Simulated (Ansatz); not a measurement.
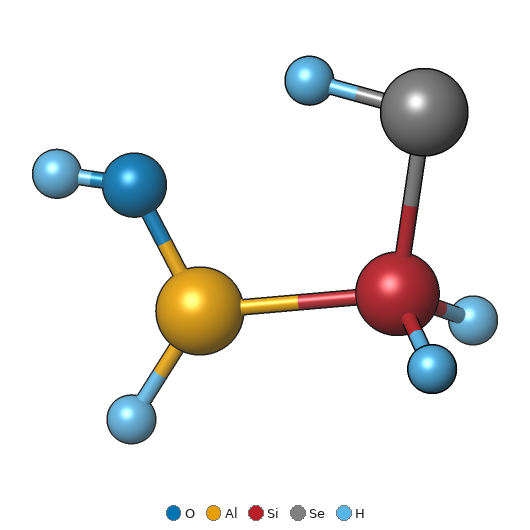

The picture shows a molecular structure as a ball-and-stick model.

The geometry was computed by an optimisation with PBE0-D4/def2-TZVP.

Question: What is the molecular formula?

Answer: AlH₅OSeSi, 9 atoms: 1 aluminium, 5 hydrogen, 1 oxygen, 1 selenium and 1 silicon.

Question: Name functional groups in it.

Answer: Among them: Si–H bond.

Question: Count the bonded pairs by element.

Answer: 2 Si–H, 1 Al–O, 1 Al–Si, 1 Se–Si, 1 O–H, 1 Al–H, 1 Se–H.

Question: What is its SMILES?

Answer: [OH][AlH][SiH2][SeH]

More results for the same structure follow; atom numbers are the same in all pictures, views and colours differ.

Shape

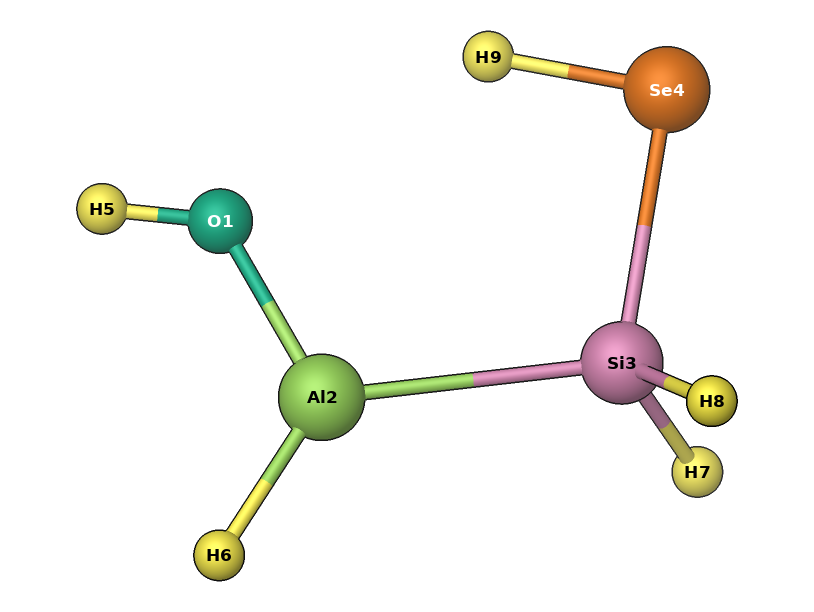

The atoms are numbered.

List the bonds and their lengths.

```tsv
bond	length (Å)
O1–Al2	1.699
O1–H5	0.956
Al2–Si3	2.441
Al2–H6	1.587
Si3–Se4	2.294
Si3–H7	1.491
Si3–H8	1.491
Se4–H9	1.469
```

Charges

The questions are on Mulliken charges. Level of theory: RKS B3LYP-D4/def2-TZVPP (Ansatz 0.2.0).

Give the Mulliken charges atom by atom.

| atom | value (e) |
| --- | --- |
| O1 | −0.40 |
| Al2 | 0.51 |
| Si3 | 0.11 |
| Se4 | −0.21 |
| H5 | 0.17 |
| H6 | −0.14 |
| H7 | −0.06 |
| H8 | −0.06 |
| H9 | 0.08 |

Levels of theory compared

Program: Ansatz 0.2.0.

Tabulate dipole (D) at these levels: B3LYP-D4/def2-TZVPP; PBE-D4/def2-TZVPP; PBE0-D4/def2-TZVP; r2SCAN-D4/def2-TZVPP; ωB97M-V/def2-TZVPP.

```json
{"level": "B3LYP-D4/def2-TZVPP", "dipole (D)": "2.55"}
{"level": "PBE-D4/def2-TZVPP", "dipole (D)": "2.42"}
{"level": "PBE0-D4/def2-TZVP", "dipole (D)": "2.61"}
{"level": "r2SCAN-D4/def2-TZVPP", "dipole (D)": "2.55"}
{"level": "ωB97M-V/def2-TZVPP", "dipole (D)": "2.65"}
```

Vibrations

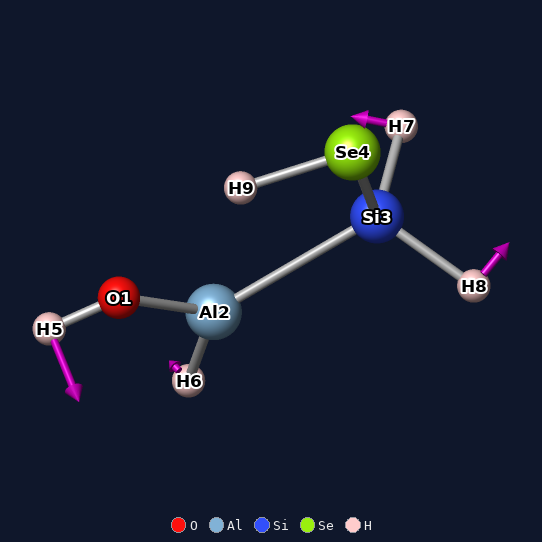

The arrows show one normal mode. Harmonic vibrations computed with RKS PBE0-D4/def2-TZVP (Ansatz 0.2.0) at a stationary point of the same level.

Question: Estimate its harmonic wavenumber.

Answer: 419 cm⁻¹; it is mode 7 of 21 counted from the lowest.

Mulliken values depend strongly on the basis set and can even reverse the polarity of a bond.
